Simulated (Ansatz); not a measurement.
# Twisted 2H-MoTe2/1T-TiSe2 bilayer, 87.80° (78 atoms): geometry optimisation, part 2 of 2

Wanted: the relaxed structure of twisted 2H-MoTe2/1T-TiSe2 bilayer, 87.80° (78 atoms) and its electronic structure.

Ansatz 0.2.0; Kohn-Sham DFT, PBE+D3(BJ), PAW (set soft_2, large core), plane waves.

The cell: 13 Mo, 26 Te, 13 Ti and 26 Se. The main run has no spin polarisation. Sampling is at Γ alone, for a cell whose shortest periodic width is 11 Å. The levels lack spin–orbit coupling.

So far. Step 2 (Relaxation): The relaxation changed the energy by -11.3 meV/atom, and atoms moved by 0.058 Å r.m.s., 0.13 Å at most.

## (3) Local order after relaxation

Normalised to the volume that the atoms fill. g(r), total and by pair (bins of 0.2 Å):

```
r (Å)  total  Se-Se  Se-Te  Se-Mo  Se-Ti  Te-Te  Te-Mo
 2.40   1.05   0.00   0.00   0.00   9.45   0.00   0.00
 2.60   1.49   0.00   0.00   0.00  13.37   0.00   0.00
 2.80   2.41   0.00   0.00   0.00   0.81   0.00  20.90
 3.00   0.00   0.00   0.00   0.00   0.00   0.00   0.00
 3.20   0.00   0.00   0.00   0.00   0.00   0.00   0.00
 3.40   0.11   0.33   0.25   0.00   0.00   0.17   0.00
 3.60   4.59  13.18   0.69   0.00   0.00  14.32   0.00
 3.80   0.60   4.59   0.40   0.00   0.00   0.00   0.00
 4.00   0.08   0.00   0.37   0.00   0.00   0.00   0.00
 4.20   0.36   0.00   0.18   0.00   2.88   0.00   0.00
 4.40   1.45   0.00   0.41   0.00   4.41   0.00   7.80
 4.60   0.17   0.00   0.33   0.00   0.88   0.00   0.00
 4.80   0.08   0.00   0.26   0.00   0.00   0.00   0.00
 5.00   0.84   0.31   0.24   0.08   0.00   6.10   0.00
 5.20   0.51   2.65   0.48   0.44   0.00   0.00   0.00
 5.40   0.48   0.00   0.10   0.68   2.92   0.00   0.00
 5.60   1.44   0.00   0.35   0.13   3.92   0.00   7.85
 5.80   0.78   0.00   0.32   0.90   3.02   0.00   1.76
 6.00   0.27   0.43   0.28   0.17   0.00   0.32   0.00
 6.20   1.88   7.72   0.13   0.94   0.00   3.82   0.00
 6.40   0.18   0.00   0.44   0.29   0.00   0.00   0.00
 6.60   0.21   0.00   0.43   0.50   0.00   0.00   0.00
 6.80   0.23   0.00   0.37   0.56   0.00   0.00   0.00
 7.00   1.45   3.10   0.69   0.16   0.00   4.34   0.00
 7.20   0.48   0.00   0.59   0.57   0.00   1.84   0.00
 7.40   0.59   0.00   0.62   0.44   2.68   0.00   0.00
 7.60   1.14   0.00   0.55   0.18   2.82   0.00   5.40
 7.80   0.28   0.00   0.64   0.52   0.00   0.00   0.00
```

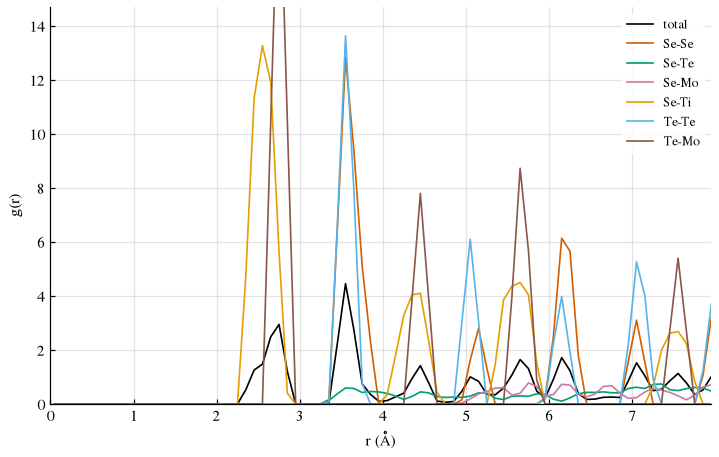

Pair distribution functions, lightly smoothed, with peaks cut at 14.

Bonds by pair of elements; cutoffs follow the first minimum of g(r), held within bounds set by covalent radii, and pairs that aren't listed don't count as bonded:

```
pair A-B  cutoff (Å)  bonds  mean length (Å)  spread (Å)  shortest (Å)  B about A  A about B
   Se-Ti        3.28     78             2.56       0.088          2.44          3          6
   Te-Mo        3.42     78             2.72       0.004          2.71          3          6
```

How many atoms have how many bonded neighbours:

```
element  mean   3   6
     Mo     6   0  13
     Se     3  26   0
     Te     3  26   0
     Ti     6   0  13
```

Bond angles (no mean is given where the spread exceeds 20°):

```
   angle  count  mean (°)  spread (°)
Te-Mo-Te    195         -           -
Se-Ti-Se    195         -           -
Mo-Te-Mo     78      80.8         0.6
Ti-Se-Ti     78        87         1.9
```

For some of the pairs, g(r) has its first main peak near 3.54 Å (Se-Se), 2.53 Å (Se-Ti), 3.54 Å (Te-Te) and 2.73 Å (Te-Mo). Counting bonds as in the table, all Mo atoms have 6, all Se atoms have 3, all Te atoms have 3 and all Ti atoms have 6 bonded neighbours.

## (4) Single point at the relaxed geometry

One more single point at the end of the walk gives the fuller output and checks the residual forces.

The input, input.yaml:

```yaml
crystal:
  lattice:
    - [12.7276, 0.0, 0.0]
    - [-6.3638, 11.02242, 0.0]
    - [0.0, 0.0, 26.04]
  atoms:
    - { symbol: Mo, position: [0.12709, 0.17943, 0.37671] }
    - { symbol: Te, position: [0.17957, 0.05267, 0.44606] }
    - { symbol: Te, position: [0.17947, 0.0518, 0.30731] }
    - { symbol: Mo, position: [0.20724, 0.48765, 0.37671] }
    [... 68 atom lines left out ...]
    - { symbol: Ti, position: [0.85519, 0.46769, 0.63284] }
    - { symbol: Se, position: [0.02172, 0.58781, 0.69271] }
    - { symbol: Se, position: [0.9677, 0.40621, 0.57414] }
    - { symbol: Ti, position: [0.93239, 0.23585, 0.63235] }
    - { symbol: Se, position: [0.09864, 0.35737, 0.69245] }
    - { symbol: Se, position: [0.04788, 0.17683, 0.57349] }
kpoints:
  mp_grid: { grid: [1, 1, 1] }
hamiltonian:
  xc: pbe
  dispersion: d3bj
  pseudopotentials: { kind: paw, core: large }
scf:
  occupations: { method: fermi_dirac, width: 0.025 }
output:
  forces: true
  populations: true
  dos:
    method: { smearing: { sigma: 0.1 } }
    de: 0.1
    projected:
      site_lists:
        Mo: [Mo]
        Se: [Se]
        Te: [Te]
        Ti: [Ti]
        layer_1: [0, 1, 2, 3, 4, 5, 6, 7, 8, 9, 10, 11, 12, 13, 14, 15, 16, 17, 18, 19, 20, 21, 22, 23, 24, 25, 26, 27, 28, 29, 30, 31, 32, 33, 34, 35, 36, 37, 38]
        layer_2: [39, 40, 41, 42, 43, 44, 45, 46, 47, 48, 49, 50, 51, 52, 53, 54, 55, 56, 57, 58, 59, 60, 61, 62, 63, 64, 65, 66, 67, 68, 69, 70, 71, 72, 73, 74, 75, 76, 77]
  eigenvalues: true
  write_density: true
  write_potential: true
  volumetric_format: npy
  elf: true
```

Started as:

```console
> ansatz run input.yaml --threads 4 --pin off --max-ram 8192MiB --backend cpu --events-out ev --progress --plain --runs-dir out
```

Numbers of over 12 decimals in the logs are rounded to 6 here.

The log of the run:

```text
[...]
Crystal: 78 atoms, lattice volume = 3653.124 Å³
Basis set: ecut = 420 eV, 71403 PW (Γ), exchange–correlation on 180×180×360 points (8 copies of the dense FFT grid, shifted against one another)
Bands: 403, of which v1, the nominal top of the filled ones, is band 325 counted from 1 (324 counted from 0)
Symmetry: 1 space group operations
[...]
k-points: 1
[...]
SCF iter   1: F=—  HF=-292629.118050 eV  |F-HF|=—  |Δ(HF+E_count)|=         —  Δρ=3.41e-2  dr2=1.28e2  ethr=3.10e-3  ⟨swp⟩=7.0  Hψ=1886  notcnv=0  defer=27
[...]
SCF iter  16: F=-292613.854039 eV  HF=-292613.854039 eV  |F-HF|=2.50e-8  |Δ(HF+E_count)|=   3.86e-7  Δρ=8.02e-7  dr2=9.58e-8  ethr=1.54e-11  ⟨swp⟩=25.0  Hψ=3961  notcnv=0
SCF 1 converged in 16 iterations: F = -292613.854039 eV  dr2 = 9.58e-8
[...]
SCF converged after 16 iterations
Free energy (F): -292613.854039 eV
[...]
Internal energy: -292613.853828 eV  (E = F + TS)
E sigma→0 (E₀):  -292613.853934 eV
Entropy (-TS):   -0.000210 eV (-0.003 meV/atom)
Fermi energy:    2.088264 eV
[...]
--- Forces (eV/Å), atoms counted from 1 ---
  atom   1  Mo    -0.00110167     0.00057413     0.00389008
  atom   2  Te    -0.00229380    -0.00027500     0.00593243
  atom   3  Te     0.00029827    -0.00132980    -0.00085350
  atom   4  Mo     0.00034788    -0.00030636    -0.00087915
  atom   5  Te    -0.00206614    -0.00135113    -0.00033530
  atom   6  Te     0.00033366     0.00067840     0.00019695
  atom   7  Mo     0.00293783     0.00145631     0.00318622
  atom   8  Te    -0.00175554    -0.00068608     0.00187984
  atom   9  Te     0.00018445    -0.00103060     0.00119134
  atom  10  Mo     0.00069239    -0.00029253     0.00382260
  atom  11  Te    -0.00068360     0.00184449    -0.00545308
  atom  12  Te     0.00059658     0.00021881     0.00118338
  atom  13  Mo    -0.00058230     0.00151532    -0.00216271
  atom  14  Te    -0.00118842    -0.00066670    -0.00113758
[...]
atom  77  Se     0.00458857    -0.00600862     0.00004672
  atom  78  Se    -0.00788992    -0.00971113    -0.01518574
  max |Σ_I F_I| component: 1.36e-5 eV/Å
--- Band table (eV) ---
[...]
--- Löwdin populations: 78 sites ---
  site symbol       q [e]
     0     Mo     14.0486
     1     Te      5.8560
     2     Te      5.8808
[...]
77     Se      6.3310
  spilling = 0.006873 (of n_electrons = 650.000000)
```

Run time: 86 s. Hardware: 4 threads of Arm Neoverse V2, shared host; peak memory 4.5 GiB; 5.6 min of CPU time.

The column dr2 measures how far the density is from self-consistency, as an energy; F and HF (Harris–Foulkes) agree once it is small.

The run gave:

- free energy: -292613.8540 eV
- free energy per atom: -3751.4597 eV/atom
- SCF cycles: 16
- r.m.s. force component: 0.00714 eV/Å
- longest force: 0.03211 eV/Å
- Fermi energy: 2.088 eV
- gap (highest filled to lowest empty level): 0.4718 eV
- spilling of the projection: 0.006873

Löwdin charges by element (they lack the spilled electrons, 0.057 e an atom on average):

```
element  coordination  atoms  mean charge (e)  spread    least     most
     Mo           all     13          -0.0486  8.0e-4  -0.0498  -0.0471
     Se           all     26           -0.320   0.012   -0.336   -0.307
     Te           all     26            0.131  0.0125    0.117    0.152
     Ti           all     13            0.769  0.0011    0.767    0.771
```

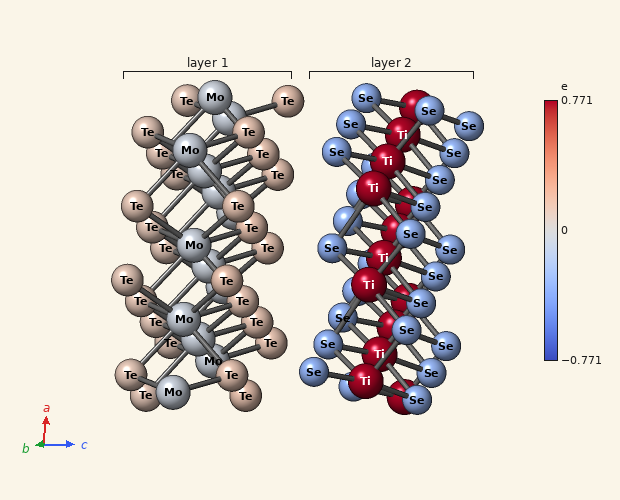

Atoms coloured by Löwdin charge.

By region:

```
 region  atoms  mean length of the force (eV/Å)
layer 1     39                            0.002
layer 2     39                            0.016
```

States in the cell by windows of 1 eV, zero at the Fermi level; the larger projections on atomic orbitals stand beside the total:

```
from (eV)  to (eV)  total  layer 1  layer 2  Se p  Te p  Mo d  Ti d
      -18      -15    0.0      0.0      0.0   0.0   0.0   0.0   0.0
      -15      -14    0.6      0.0      0.6   0.0   0.0   0.0   0.0
      -14      -13   15.1      0.3     14.8   0.4   0.0   0.0   0.1
      -13      -12   38.6      2.3     36.2   0.5   0.1   0.0   2.5
      -12      -11   25.7     25.4      0.2   0.1   1.5   1.2   0.0
      -11      -10   24.0     23.9      0.1   0.0   0.4   2.6   0.0
      -10       -6    0.0      0.0      0.0   0.0   0.0   0.0   0.0
       -6       -5   23.4     13.4      9.8   7.2   9.9   1.9   1.4
       -5       -4   49.5     23.0     26.0  20.9  16.2   6.0   3.1
       -4       -3   72.8     38.0     34.0  24.5  22.4  11.9   7.7
       -3       -2   91.9     36.7     53.9  38.7  22.8  12.9  13.9
       -2       -1   66.6     41.1     24.5  19.6  22.1  17.7   4.4
       -1        0   33.8     27.2      6.1   3.6   8.9  17.6   2.4
        0        1   31.6      1.0     30.0   6.5   0.3   0.6  23.2
        1        2   98.3     49.1     47.1   7.4  15.2  32.4  39.1
```

The stored curve holds about 442 of the 650 electrons; the rest, give or take the few that broadening carries across the Fermi level, lie in deeper levels below its range.

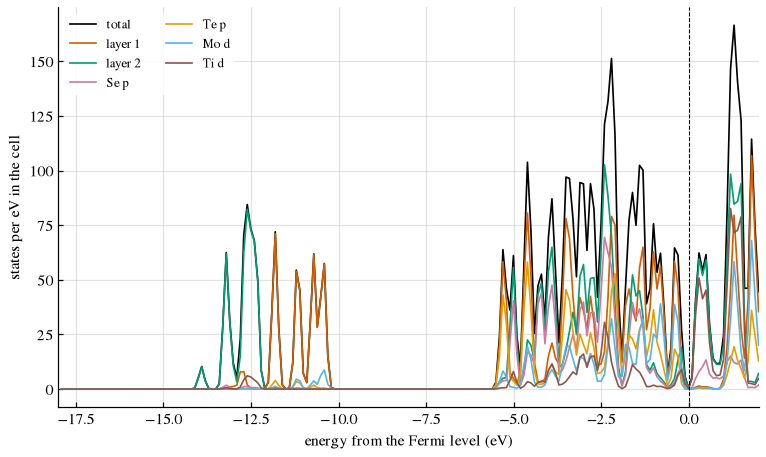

Total and projected density of states, with the broadening of the input.

The levels nearest the highest filled one (over half full), pooled over k-points and spins:

```
level less the highest filled one (eV)  occupation
                                -0.143           2
                                -0.129           2
                                -0.128           2
                                -0.121           2
                               -0.0024           2
                                     0           2
                                 0.472           0
                                 0.479           0
                                 0.487           0
                                 0.491           0
                                 0.509           0
                                 0.522           0
```

Planar average of the electrostatic potential energy along the normal, with the Fermi level as zero, after a running mean with a triangular window 4 Å wide at its base:

```
height (Å)  potential energy (eV)
       0.0                   4.91
       1.0                   4.87
       2.0                   4.84
       3.0                   4.81
       4.2                   4.76
       5.2                   4.44
       6.2                   2.33
       7.2                  -1.93
       8.2                  -6.26
       9.3                  -8.51
      10.4                  -8.45
      11.4                  -6.11
      12.4                  -2.06
      13.5                  -0.80
      14.5                  -4.11
      15.5                  -7.31
      16.6                  -8.03
      17.6                  -6.90
      18.7                  -2.73
      19.7                   2.38
      20.7                   4.82
      21.7                   5.03
      22.9                   5.01
      23.9                   4.97
      24.9                   4.94
      25.9                   4.91
```

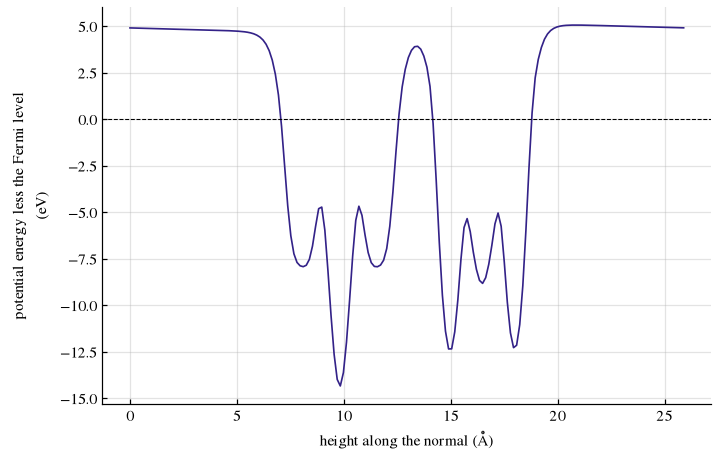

Planar average of the electrostatic potential energy; the dashed line is the Fermi level.

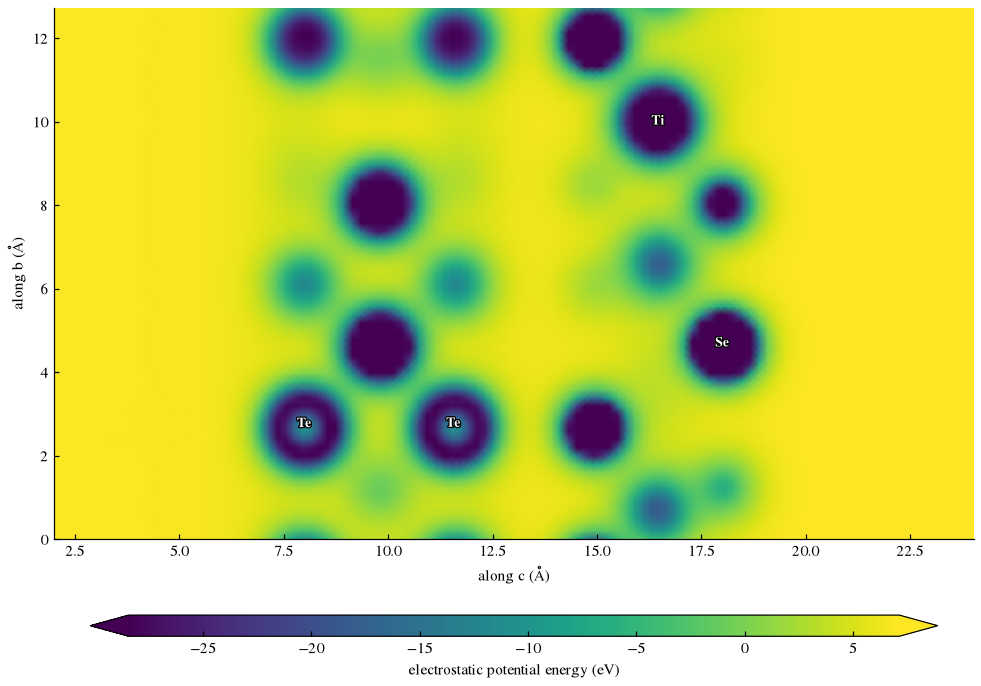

Electrostatic potential energy in the cb plane at fractional x = 0.009, with atoms of Te and Ti and Se within 0.2 Å of it. With pseudopotentials it is smooth inside the atoms' cores, unlike the true potential. The map starts off the cell's origin, so that atoms lie inside it. The far vacuum is left out of the map.

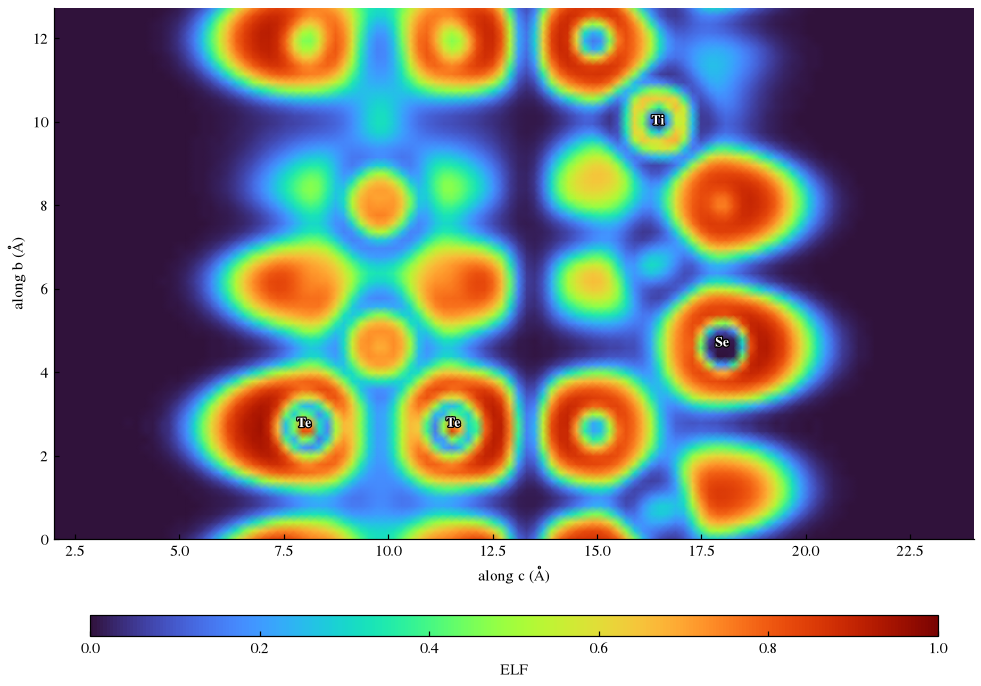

ELF in the cb plane at fractional x = 0.009, with atoms of Te and Ti and Se within 0.2 Å of it. It is the smooth field of the valence electrons, not physical close to the nuclei. The map starts off the cell's origin, so that atoms lie inside it. The far vacuum is left out of the map.

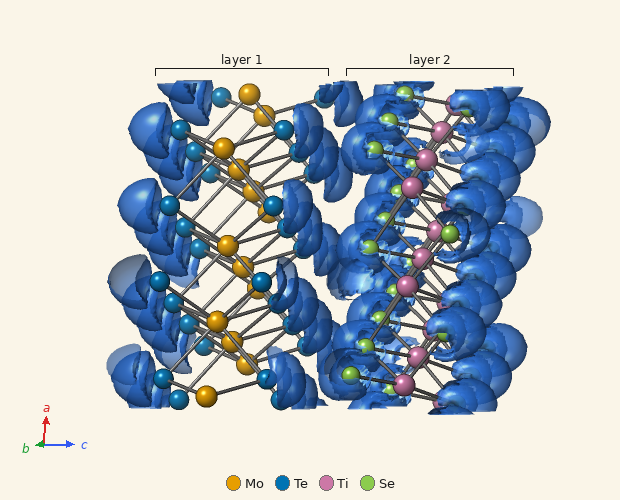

Surface of ELF = 0.85.

Mean Löwdin charges: Mo -0.05, Se -0.32, Te +0.13, Ti +0.77 e (they miss 0.69 % of the electrons, so they add up to more than the cell's charge). The largest share in the top eV of filled states is Mo d (47 % of the projected weight), and in the lowest eV of empty states Ti d (68 % of the projected weight). The potential slopes across the vacuum by 0.031 eV/Å: the slab bears a dipole, and with periodic images along the normal there is no flat vacuum level to read.

Local excerpt of 13 atoms (numbers count through the whole input) about Ti55, picked at random; x, y, z are measured from there.

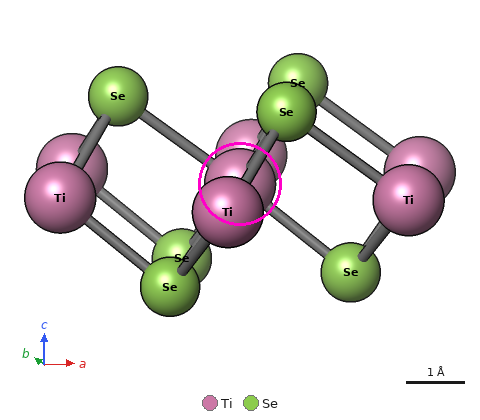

The atoms of the table, within 3.5 Å (arrows a, b, c point along x, y, z); some may hide others; the central atom is ringed.

```
atom      x      y      z  distance (Å)  bonds  Löwdin charge (e)
Ti55   0.00   0.00   0.00          0.00      6               0.77
Se56   1.34   1.33   1.56          2.45      3              -0.31
Se57   1.84  -0.68  -1.53          2.48      3              -0.32
Se48  -0.62   1.86  -1.56          2.51      3              -0.33
Se53   0.37  -2.06   1.56          2.61      3              -0.31
Se44  -2.08   0.48   1.56          2.64      3              -0.31
Se45  -1.60  -1.51  -1.55          2.69      3              -0.33
Ti52  -0.98  -3.38   0.01          3.52      6               0.77
Ti67   3.42   0.85  -0.02          3.53      6               0.77
Ti46  -2.45   2.54  -0.01          3.53      6               0.77
Ti43  -3.43  -0.85  -0.01          3.53      6               0.77
Ti58   0.97   3.39   0.01          3.53      6               0.77
Ti64   2.45  -2.56   0.00          3.54      6               0.77
```

The column of bonds counts only the pairs Se-Ti within 3.28 Å, Te-Mo within 3.42 Å; other neighbours, such as metal atoms beside each other in a compound, aren't counted, and periodic images can show an atom twice.

## (5) Results

| Property | Result |
| --- | --- |
| energy change in the relaxation | -11.33 meV/atom |
| r.m.s. displacement | 0.058 Å |
| largest displacement | 0.128 Å |
| free energy per atom | -3751.4597 eV/atom |
| r.m.s. force component | 0.00714 eV/Å |
| gap (highest filled to lowest empty level) | 0.4718 eV |
| wall time of the 2 DFT runs | 8.4 min |

In words: Relaxation lowers the energy by 11.3 meV/atom and moves atoms by 0.058 Å r.m.s. By the final cutoffs no bond was broken or made. From the first step to the last the energy fell by 0.884 eV, and the largest move was 0.13 Å (Ti55). Counting bonds as in the table, all Mo atoms have 6, all Se atoms have 3, all Te atoms have 3 and all Ti atoms have 6 bonded neighbours. Between filled and empty levels lie 0.472 eV at Γ alone; the mesh holds the band edges only if they fold onto it, so the gap at this level can be narrower or closed.

Caveats: The slab bears a dipole and has periodic images along its normal, so a spurious field crosses the vacuum.

[Logs are printed without paths, hosts, clocks, repeated set-up lines and the standing remarks that a program may print on its own settings, such as how far it seeks lower states.]

[Hosts, paths, dates, database ids (printed as entryN), source tags and the programs' standing remarks are cut or masked in the printed files.]
